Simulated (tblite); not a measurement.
**Geometry relaxation of C$_{6}$H$_{8}$Si (part 3 of 4)**

Continued. System: C$_{6}$H$_{8}$Si. Method: GFN2-xTB geometry optimisation, gas phase (tblite 0.8.0). It belongs to a series of runs on one base structure; here: C replaced by Si.

Geometry of the input (Å):
```
C  -3.5525  -0.1714  0.4633
C  -2.5161  -0.1487  -0.3229
C  -1.4436  -0.1574  -1.0731
C  -0.3750  -1.0742  -0.6849
C  0.8803  -0.3606  -0.4385
C  1.9285  0.2232  -0.2501
Si 3.5037  1.1105  0.0477
H  -4.3214  -0.8561  0.2081
H  -3.5429  0.5079  1.2852
H  -1.4574  0.4982  -1.9012
H  -0.2705  -1.8444  -1.4900
H  -0.5986  -1.6469  0.2375
H  4.3778  0.2049  0.8456
H  4.1934  1.3790  -1.2327
H  3.1898  2.3438  0.7785
```

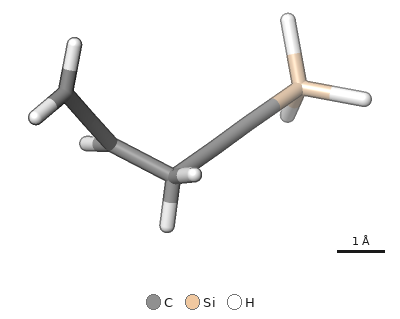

Fig. 1: The geometry at step 48 of the log (stick view, seen at a tilt).

Trajectory as extended XYZ, continued
```
15
Properties=species:S:1:pos:R:3:forces:R:3 step=38 energy=-503.78078
C    -3.6037   -0.1190    0.4596    0.0040  -0.0020  -0.0050
C    -2.5333   -0.1473   -0.2679   -0.0040  -0.0050   0.0230
C    -1.4586   -0.2052   -0.9894    0.0080   0.0240   0.0000
C    -0.3097   -1.1438   -0.7075   -0.0020  -0.0020   0.0030
C     0.9166   -0.4074   -0.4659   -0.0080   0.0010  -0.0110
C     1.9269    0.2209   -0.2727    0.0190  -0.0020   0.0020
Si    3.5077    1.1137    0.0447    0.0040   0.0170  -0.0050
H    -4.4582   -0.7390    0.2380   -0.0050   0.0010  -0.0040
H    -3.6958    0.5363    1.3114    0.0100  -0.0010  -0.0020
H    -1.3327    0.4483   -1.8426    0.0090   0.0060  -0.0090
H    -0.1609   -1.8000   -1.5728    0.0060  -0.0130   0.0030
H    -0.5336   -1.7604    0.1670   -0.0260  -0.0200   0.0000
H     4.3688    0.2444    0.8518    0.0010   0.0030   0.0090
H     4.1498    1.4075   -1.2401   -0.0080  -0.0030  -0.0110
H     3.2123    2.3590    0.7589   -0.0070  -0.0060   0.0050
15
Properties=species:S:1:pos:R:3:forces:R:3 step=39 energy=-503.78089
C    -3.6036   -0.1184    0.4589    0.0050  -0.0030  -0.0020
C    -2.5328   -0.1479   -0.2682   -0.0110  -0.0020   0.0240
C    -1.4575   -0.2051   -0.9891   -0.0010   0.0290   0.0060
C    -0.3094   -1.1447   -0.7074   -0.0110  -0.0040  -0.0010
C     0.9172   -0.4093   -0.4657   -0.0100   0.0000  -0.0100
C     1.9270    0.2191   -0.2712    0.0240   0.0000   0.0020
Si    3.5070    1.1136    0.0449    0.0110   0.0260  -0.0050
H    -4.4603   -0.7359    0.2365    0.0090   0.0070  -0.0010
H    -3.6934    0.5352    1.3128    0.0080  -0.0070  -0.0140
H    -1.3303    0.4496   -1.8413    0.0080   0.0040  -0.0030
H    -0.1623   -1.8003   -1.5732    0.0130  -0.0180  -0.0040
H    -0.5338   -1.7621    0.1663   -0.0270  -0.0190   0.0050
H     4.3710    0.2468    0.8523   -0.0050   0.0060   0.0050
H     4.1471    1.4077   -1.2413   -0.0100  -0.0050  -0.0030
H     3.2097    2.3595    0.7582   -0.0050  -0.0130   0.0020
15
Properties=species:S:1:pos:R:3:forces:R:3 step=41 energy=-503.78120
C    -3.6030   -0.1174    0.4573    0.0050  -0.0020   0.0070
C    -2.5314   -0.1491   -0.2686   -0.0060   0.0100  -0.0020
C    -1.4545   -0.2029   -0.9880   -0.0090   0.0120   0.0160
C    -0.3095   -1.1472   -0.7072   -0.0180  -0.0080  -0.0080
C     0.9188   -0.4144   -0.4654   -0.0060   0.0000   0.0020
C     1.9283    0.2138   -0.2672    0.0120  -0.0100  -0.0040
Si    3.5058    1.1144    0.0452    0.0120   0.0170  -0.0030
H    -4.4650   -0.7274    0.2325    0.0310   0.0120   0.0030
H    -3.6858    0.5314    1.3159   -0.0020  -0.0100  -0.0220
H    -1.3236    0.4537   -1.8388    0.0010   0.0020   0.0180
H    -0.1657   -1.8023   -1.5738    0.0220  -0.0170  -0.0090
H    -0.5369   -1.7665    0.1647   -0.0180  -0.0040   0.0020
H     4.3766    0.2542    0.8539   -0.0150   0.0140  -0.0070
H     4.1394    1.4079   -1.2448   -0.0080  -0.0040   0.0060
H     3.2021    2.3598    0.7568    0.0000  -0.0130   0.0000
15
Properties=species:S:1:pos:R:3:forces:R:3 step=42 energy=-503.78132
C    -3.6027   -0.1170    0.4568    0.0050  -0.0010   0.0090
C    -2.5310   -0.1494   -0.2686    0.0030   0.0140  -0.0160
C    -1.4534   -0.2016   -0.9871   -0.0030  -0.0040   0.0130
C    -0.3098   -1.1483   -0.7073   -0.0080  -0.0070  -0.0070
C     0.9195   -0.4164   -0.4652   -0.0030   0.0000   0.0090
C     1.9291    0.2115   -0.2658    0.0010  -0.0160  -0.0070
Si    3.5056    1.1151    0.0451    0.0000   0.0020  -0.0030
H    -4.4662   -0.7239    0.2309    0.0260   0.0050   0.0010
H    -3.6830    0.5299    1.3166   -0.0080  -0.0010  -0.0110
H    -1.3210    0.4553   -1.8374   -0.0010   0.0050   0.0230
H    -0.1664   -1.8034   -1.5743    0.0180  -0.0090  -0.0040
H    -0.5387   -1.7685    0.1641   -0.0110   0.0050  -0.0040
H     4.3783    0.2574    0.8544   -0.0140   0.0140  -0.0080
H     4.1362    1.4078   -1.2462   -0.0030  -0.0020   0.0030
H     3.1992    2.3596    0.7563    0.0000  -0.0050   0.0020
15
Properties=species:S:1:pos:R:3:forces:R:3 step=43 energy=-503.78140
C    -3.6025   -0.1166    0.4566    0.0060   0.0010   0.0070
C    -2.5308   -0.1495   -0.2686    0.0080   0.0140  -0.0190
C    -1.4527   -0.2010   -0.9860    0.0040  -0.0140   0.0040
C    -0.3101   -1.1494   -0.7075    0.0030  -0.0060  -0.0040
C     0.9198   -0.4179   -0.4649   -0.0030  -0.0010   0.0120
C     1.9297    0.2098   -0.2650   -0.0050  -0.0180  -0.0080
Si    3.5053    1.1157    0.0450   -0.0120  -0.0090  -0.0040
H    -4.4668   -0.7211    0.2297    0.0150  -0.0050  -0.0020
H    -3.6816    0.5291    1.3168   -0.0100   0.0080   0.0030
H    -1.3193    0.4563   -1.8356   -0.0010   0.0100   0.0210
H    -0.1662   -1.8042   -1.5749    0.0130  -0.0030   0.0010
H    -0.5397   -1.7702    0.1635   -0.0070   0.0090  -0.0080
H     4.3791    0.2599    0.8545   -0.0110   0.0110  -0.0060
H     4.1340    1.4079   -1.2470    0.0010   0.0010  -0.0010
H     3.1973    2.3594    0.7559   -0.0010   0.0020   0.0050
15
Properties=species:S:1:pos:R:3:forces:R:3 step=44 energy=-503.78149
C    -3.6021   -0.1160    0.4564    0.0070   0.0030   0.0040
C    -2.5306   -0.1494   -0.2686    0.0110   0.0120  -0.0140
C    -1.4517   -0.2009   -0.9847    0.0100  -0.0190  -0.0070
C    -0.3102   -1.1508   -0.7078    0.0120  -0.0040   0.0000
C     0.9201   -0.4195   -0.4644   -0.0040  -0.0040   0.0120
C     1.9302    0.2076   -0.2643   -0.0070  -0.0170  -0.0080
Si    3.5048    1.1162    0.0447   -0.0230  -0.0140  -0.0060
H    -4.4674   -0.7180    0.2283    0.0040  -0.0140  -0.0050
H    -3.6805    0.5286    1.3171   -0.0100   0.0160   0.0140
H    -1.3176    0.4575   -1.8331    0.0010   0.0150   0.0150
H    -0.1657   -1.8050   -1.5759    0.0070   0.0030   0.0060
H    -0.5406   -1.7722    0.1625   -0.0050   0.0080  -0.0090
H     4.3798    0.2626    0.8545   -0.0050   0.0050  -0.0030
H     4.1317    1.4080   -1.2479    0.0040   0.0030  -0.0050
H     3.1954    2.3593    0.7556   -0.0030   0.0070   0.0050
15
Properties=species:S:1:pos:R:3:forces:R:3 step=45 energy=-503.78161
C    -3.6016   -0.1151    0.4562    0.0070   0.0050   0.0000
C    -2.5301   -0.1491   -0.2689    0.0100   0.0070   0.0000
C    -1.4502   -0.2011   -0.9830    0.0120  -0.0170  -0.0200
C    -0.3101   -1.1530   -0.7083    0.0170  -0.0010   0.0040
C     0.9203   -0.4222   -0.4634   -0.0050  -0.0090   0.0110
C     1.9309    0.2042   -0.2632   -0.0060  -0.0120  -0.0070
Si    3.5036    1.1168    0.0443   -0.0290  -0.0130  -0.0070
H    -4.4683   -0.7136    0.2260   -0.0040  -0.0210  -0.0070
H    -3.6790    0.5281    1.3177   -0.0090   0.0200   0.0210
H    -1.3148    0.4597   -1.8291    0.0050   0.0200   0.0050
H    -0.1649   -1.8061   -1.5772    0.0020   0.0080   0.0080
H    -0.5419   -1.7751    0.1610   -0.0010   0.0030  -0.0060
H     4.3810    0.2668    0.8545    0.0000  -0.0010   0.0010
H     4.1283    1.4082   -1.2492    0.0050   0.0040  -0.0070
H     3.1924    2.3595    0.7550   -0.0040   0.0080   0.0040
15
Properties=species:S:1:pos:R:3:forces:R:3 step=46 energy=-503.78174
C    -3.6007   -0.1139    0.4560    0.0060   0.0070  -0.0040
C    -2.5293   -0.1486   -0.2693    0.0080   0.0010   0.0170
C    -1.4483   -0.2014   -0.9815    0.0060  -0.0090  -0.0280
C    -0.3098   -1.1556   -0.7088    0.0120   0.0000   0.0060
C     0.9205   -0.4255   -0.4620   -0.0060  -0.0150   0.0090
C     1.9317    0.1997   -0.2620   -0.0030  -0.0040  -0.0050
Si    3.5017    1.1172    0.0438   -0.0250  -0.0070  -0.0060
H    -4.4692   -0.7087    0.2232   -0.0050  -0.0210  -0.0060
H    -3.6770    0.5276    1.3190   -0.0070   0.0170   0.0180
H    -1.3112    0.4627   -1.8244    0.0110   0.0210  -0.0060
H    -0.1642   -1.8075   -1.5785   -0.0010   0.0090   0.0070
H    -0.5437   -1.7783    0.1592    0.0020  -0.0040   0.0010
H     4.3825    0.2719    0.8545    0.0030  -0.0060   0.0030
H     4.1242    1.4085   -1.2510    0.0040   0.0050  -0.0040
H     3.1885    2.3597    0.7545   -0.0050   0.0060  -0.0010
15
Properties=species:S:1:pos:R:3:forces:R:3 step=47 energy=-503.78184
C    -3.5997   -0.1129    0.4557    0.0030   0.0080  -0.0050
C    -2.5283   -0.1480   -0.2697    0.0060  -0.0020   0.0270
C    -1.4467   -0.2016   -0.9810   -0.0030   0.0020  -0.0260
C    -0.3096   -1.1575   -0.7090   -0.0010   0.0000   0.0060
C     0.9205   -0.4284   -0.4607   -0.0040  -0.0180   0.0070
C     1.9323    0.1958   -0.2612   -0.0010   0.0020  -0.0030
Si    3.4997    1.1174    0.0432   -0.0120   0.0010  -0.0030
H    -4.4697   -0.7054    0.2209    0.0020  -0.0150  -0.0030
H    -3.6752    0.5273    1.3204   -0.0050   0.0080   0.0060
H    -1.3080    0.4658   -1.8210    0.0140   0.0180  -0.0120
H    -0.1638   -1.8086   -1.5792   -0.0020   0.0070   0.0020
H    -0.5456   -1.7807    0.1578    0.0040  -0.0100   0.0070
H     4.3838    0.2760    0.8547    0.0020  -0.0080   0.0020
H     4.1208    1.4088   -1.2526    0.0010   0.0050   0.0010
H     3.1850    2.3599    0.7540   -0.0060   0.0010  -0.0060
15
Properties=species:S:1:pos:R:3:forces:R:3 step=48 energy=-503.78192
C    -3.5989   -0.1123    0.4556    0.0010   0.0080  -0.0050
C    -2.5274   -0.1475   -0.2698    0.0050  -0.0010   0.0260
C    -1.4458   -0.2016   -0.9815   -0.0090   0.0090  -0.0150
C    -0.3096   -1.1585   -0.7090   -0.0120  -0.0010   0.0030
C     0.9204   -0.4304   -0.4596   -0.0010  -0.0160   0.0060
C     1.9327    0.1932   -0.2609   -0.0020   0.0050  -0.0010
Si    3.4982    1.1175    0.0428    0.0020   0.0060   0.0000
H    -4.4695   -0.7041    0.2196    0.0110  -0.0070   0.0010
H    -3.6741    0.5271    1.3214   -0.0040  -0.0010  -0.0050
H    -1.3057    0.4683   -1.8193    0.0140   0.0110  -0.0120
H    -0.1636   -1.8092   -1.5792   -0.0010   0.0030  -0.0020
H    -0.5471   -1.7818    0.1572    0.0050  -0.0120   0.0090
H     4.3844    0.2784    0.8548   -0.0010  -0.0070  -0.0020
H     4.1188    1.4090   -1.2535   -0.0010   0.0050   0.0050
H     3.1828    2.3599    0.7538   -0.0070  -0.0020  -0.0090
15
Properties=species:S:1:pos:R:3:forces:R:3 step=49 energy=-503.78199
C    -3.5982   -0.1118    0.4556   -0.0010   0.0050  -0.0030
C    -2.5264   -0.1468   -0.2695    0.0060   0.0030   0.0180
C    -1.4454   -0.2014   -0.9824   -0.0090   0.0120   0.0000
C    -0.3099   -1.1591   -0.7089   -0.0180  -0.0020   0.0000
C     0.9203   -0.4320   -0.4587    0.0030  -0.0110   0.0040
C     1.9328    0.1914   -0.2609   -0.0040   0.0060   0.0000
Si    3.4971    1.1175    0.0424    0.0130   0.0060   0.0030
H    -4.4688   -0.7040    0.2189    0.0170   0.0000   0.0040
H    -3.6734    0.5270    1.3221   -0.0040  -0.0080  -0.0120
H    -1.3038    0.4705   -1.8187    0.0110   0.0020  -0.0080
H    -0.1635   -1.8097   -1.5789   -0.0020   0.0000  -0.0060
H    -0.5485   -1.7825    0.1570    0.0040  -0.0100   0.0080
H     4.3846    0.2798    0.8549   -0.0040  -0.0050  -0.0040
H     4.1175    1.4092   -1.2541   -0.0030   0.0040   0.0080
H     3.1811    2.3598    0.7536   -0.0080  -0.0030  -0.0110
15
Properties=species:S:1:pos:R:3:forces:R:3 step=50 energy=-503.78205
C    -3.5977   -0.1113    0.4555   -0.0010   0.0030  -0.0010
C    -2.5254   -0.1463   -0.2688    0.0070   0.0080   0.0050
C    -1.4452   -0.2010   -0.9832   -0.0040   0.0110   0.0120
C    -0.3104   -1.1596   -0.7087   -0.0140  -0.0030  -0.0010
C     0.9203   -0.4336   -0.4578    0.0050  -0.0040   0.0030
C     1.9328    0.1902   -0.2610   -0.0060   0.0050   0.0010
Si    3.4963    1.1176    0.0422    0.0150   0.0020   0.0050
H    -4.4678   -0.7040    0.2184    0.0180   0.0030   0.0040
H    -3.6731    0.5269    1.3224   -0.0040  -0.0090  -0.0120
H    -1.3022    0.4723   -1.8184    0.0070  -0.0070  -0.0020
H    -0.1633   -1.8099   -1.5788   -0.0050  -0.0020  -0.0060
H    -0.5495   -1.7832    0.1571    0.0010  -0.0070   0.0020
H     4.3846    0.2807    0.8548   -0.0050  -0.0040  -0.0060
H     4.1166    1.4095   -1.2544   -0.0030   0.0050   0.0070
H     3.1796    2.3597    0.7532   -0.0090  -0.0020  -0.0100
15
Properties=species:S:1:pos:R:3:forces:R:3 step=52 energy=-503.78214
C    -3.5971   -0.1100    0.4551    0.0030   0.0000   0.0010
C    -2.5238   -0.1453   -0.2674    0.0050   0.0140  -0.0100
C    -1.4445   -0.2003   -0.9829    0.0130   0.0030   0.0150
C    -0.3112   -1.1611   -0.7087    0.0070  -0.0020   0.0010
C     0.9205   -0.4367   -0.4563    0.0030   0.0050  -0.0010
C     1.9326    0.1884   -0.2607   -0.0050   0.0040   0.0030
Si    3.4955    1.1179    0.0420   -0.0010  -0.0060   0.0020
H    -4.4666   -0.7026    0.2172    0.0060  -0.0030  -0.0020
H    -3.6730    0.5266    1.3225   -0.0050   0.0000   0.0020
H    -1.2992    0.4744   -1.8168    0.0010  -0.0130   0.0040
H    -0.1632   -1.8103   -1.5797   -0.0120  -0.0010  -0.0010
H    -0.5502   -1.7857    0.1567   -0.0050  -0.0010  -0.0070
H     4.3848    0.2825    0.8545   -0.0020  -0.0060  -0.0020
H     4.1145    1.4103   -1.2547    0.0000   0.0050   0.0020
H     3.1766    2.3597    0.7518   -0.0090   0.0020  -0.0070
15
Properties=species:S:1:pos:R:3:forces:R:3 step=53 energy=-503.78219
C    -3.5967   -0.1091    0.4548    0.0060  -0.0010   0.0020
C    -2.5228   -0.1444   -0.2667    0.0020   0.0130  -0.0110
C    -1.4435   -0.1998   -0.9820    0.0190  -0.0010   0.0100
C    -0.3115   -1.1623   -0.7088    0.0180  -0.0010   0.0030
C     0.9208   -0.4388   -0.4555    0.0010   0.0050  -0.0030
C     1.9324    0.1872   -0.2601   -0.0010   0.0040   0.0040
Si    3.4949    1.1179    0.0419   -0.0120  -0.0070  -0.0010
H    -4.4661   -0.7009    0.2160   -0.0020  -0.0080  -0.0060
H    -3.6728    0.5263    1.3227   -0.0050   0.0070   0.0110
H    -1.2970    0.4754   -1.8153    0.0000  -0.0110   0.0030
H    -0.1636   -1.8106   -1.5806   -0.0140   0.0010   0.0010
H    -0.5507   -1.7877    0.1560   -0.0070   0.0000  -0.0090
H     4.3852    0.2839    0.8542    0.0010  -0.0090   0.0010
H     4.1128    1.4110   -1.2549    0.0020   0.0050  -0.0010
H     3.1741    2.3599    0.7506   -0.0090   0.0030  -0.0040
15
Properties=species:S:1:pos:R:3:forces:R:3 step=54 energy=-503.78226
C    -3.5958   -0.1077    0.4544    0.0090  -0.0020   0.0040
C    -2.5211   -0.1427   -0.2660   -0.0030   0.0100  -0.0090
C    -1.4416   -0.1990   -0.9805    0.0210  -0.0050   0.0020
C    -0.3117   -1.1643   -0.7088    0.0250   0.0010   0.0050
C     0.9212   -0.4419   -0.4542   -0.0020   0.0040  -0.0060
C     1.9321    0.1852   -0.2591    0.0030   0.0030   0.0050
Si    3.4938    1.1179    0.0419   -0.0210  -0.0040  -0.0040
H    -4.4651   -0.6987    0.2142   -0.0080  -0.0120  -0.0110
H    -3.6726    0.5258    1.3232   -0.0050   0.0130   0.0180
H    -1.2934    0.4768   -1.8128    0.0000  -0.0080   0.0020
H    -0.1644   -1.8111   -1.5818   -0.0140   0.0030   0.0040
H    -0.5518   -1.7908    0.1548   -0.0070   0.0000  -0.0090
H     4.3859    0.2860    0.8537    0.0040  -0.0100   0.0040
H     4.1101    1.4122   -1.2553    0.0050   0.0030  -0.0040
H     3.1700    2.3601    0.7486   -0.0070   0.0030  -0.0010
15
Properties=species:S:1:pos:R:3:forces:R:3 step=55 energy=-503.78234
C    -3.5944   -0.1061    0.4540    0.0090  -0.0030   0.0060
C    -2.5190   -0.1401   -0.2653   -0.0070   0.0040  -0.0030
C    -1.4390   -0.1978   -0.9788    0.0140  -0.0060  -0.0050
C    -0.3117   -1.1664   -0.7086    0.0220   0.0020   0.0060
C     0.9216   -0.4455   -0.4526   -0.0020   0.0000  -0.0080
C     1.9318    0.1829   -0.2580    0.0060   0.0010   0.0050
Si    3.4923    1.1178    0.0417   -0.0220   0.0020  -0.0060
H    -4.4634   -0.6967    0.2120   -0.0100  -0.0110  -0.0130
H    -3.6723    0.5254    1.3242   -0.0030   0.0160   0.0190
H    -1.2890    0.4785   -1.8103    0.0020  -0.0050  -0.0010
H    -0.1660   -1.8118   -1.5830   -0.0110   0.0050   0.0040
H    -0.5537   -1.7943    0.1534   -0.0050   0.0000  -0.0060
H     4.3866    0.2880    0.8532    0.0030  -0.0090   0.0050
H     4.1070    1.4137   -1.2558    0.0060   0.0010  -0.0050
H     3.1647    2.3604    0.7462   -0.0040   0.0020   0.0020
15
Properties=species:S:1:pos:R:3:forces:R:3 step=56 energy=-503.78240
C    -3.5932   -0.1053    0.4540    0.0060  -0.0030   0.0080
C    -2.5176   -0.1380   -0.2651   -0.0070  -0.0010   0.0010
C    -1.4372   -0.1969   -0.9780    0.0030  -0.0040  -0.0060
C    -0.3115   -1.1674   -0.7083    0.0090   0.0020   0.0030
C     0.9219   -0.4475   -0.4518    0.0000  -0.0030  -0.0080
C     1.9316    0.1816   -0.2574    0.0060  -0.0010   0.0040
Si    3.4911    1.1177    0.0415   -0.0110   0.0060  -0.0050
H    -4.4618   -0.6965    0.2107   -0.0040  -0.0040  -0.0120
H    -3.6723    0.5252    1.3250   -0.0010   0.0110   0.0120
H    -1.2862    0.4794   -1.8092    0.0040  -0.0030  -0.0030
H    -0.1673   -1.8123   -1.5833   -0.0060   0.0040   0.0020
H    -0.5554   -1.7959    0.1526   -0.0010   0.0010  -0.0010
H     4.3867    0.2888    0.8530    0.0000  -0.0050   0.0030
H     4.1054    1.4147   -1.2560    0.0050  -0.0010  -0.0040
H     3.1613    2.3605    0.7447   -0.0020   0.0010   0.0040
15
Properties=species:S:1:pos:R:3:forces:R:3 step=57 energy=-503.78242
C    -3.5927   -0.1054    0.4543    0.0020  -0.0030   0.0080
C    -2.5173   -0.1373   -0.2652   -0.0040  -0.0020   0.0020
C    -1.4368   -0.1966   -0.9781   -0.0040  -0.0010  -0.0030
C    -0.3113   -1.1673   -0.7081   -0.0010   0.0010   0.0010
C     0.9219   -0.4476   -0.4518    0.0030  -0.0040  -0.0060
C     1.9315    0.1816   -0.2574    0.0030  -0.0030   0.0030
Si    3.4907    1.1177    0.0414   -0.0010   0.0060  -0.0020
H    -4.4610   -0.6974    0.2105    0.0020   0.0010  -0.0080
H    -3.6725    0.5254    1.3254   -0.0010   0.0040   0.0040
H    -1.2858    0.4793   -1.8097    0.0040  -0.0030  -0.0030
H    -0.1679   -1.8123   -1.5830   -0.0030   0.0030   0.0000
H    -0.5560   -1.7958    0.1526    0.0010   0.0010   0.0020
H     4.3864    0.2883    0.8530   -0.0040  -0.0010   0.0000
H     4.1056    1.4149   -1.2560    0.0030  -0.0010  -0.0020
H     3.1607    2.3604    0.7446   -0.0020   0.0010   0.0050
```

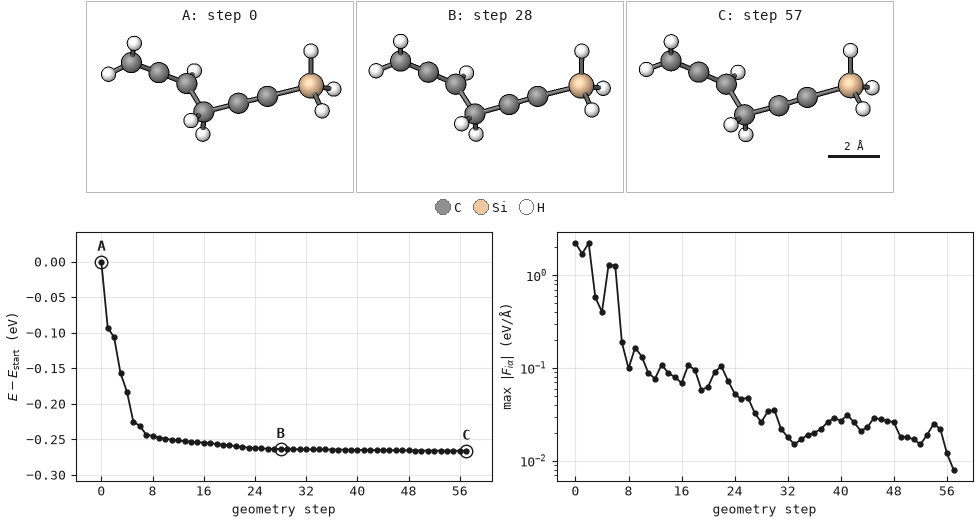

Fig. 2: Frames of the relaxation (ball-and-stick view, seen at a tilt) above the curves, on which the letters mark them (steps are counted from 0).
